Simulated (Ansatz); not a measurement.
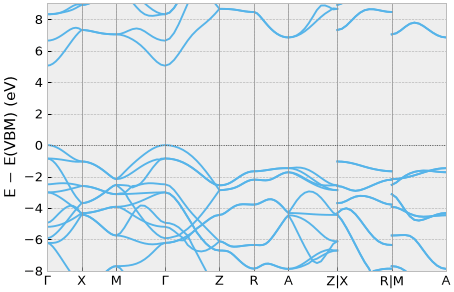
Band structure from DFT-PBE in the program Ansatz with PAW potentials

Q: Read off the gap and where the band edges lie.

A: About 5.1 eV (5.05 eV by a search for the band edges); maximum at Γ, minimum at Γ.

The material is SiO₂ (rutile, P4_2/mnm).

This is a known high-pressure phase of the composition, computed here at zero pressure and temperature. The PBE relaxation kept the symmetry of its start; its stability against distortions is not shown here.

Potentials: the earlier of the program's two PAW sets.
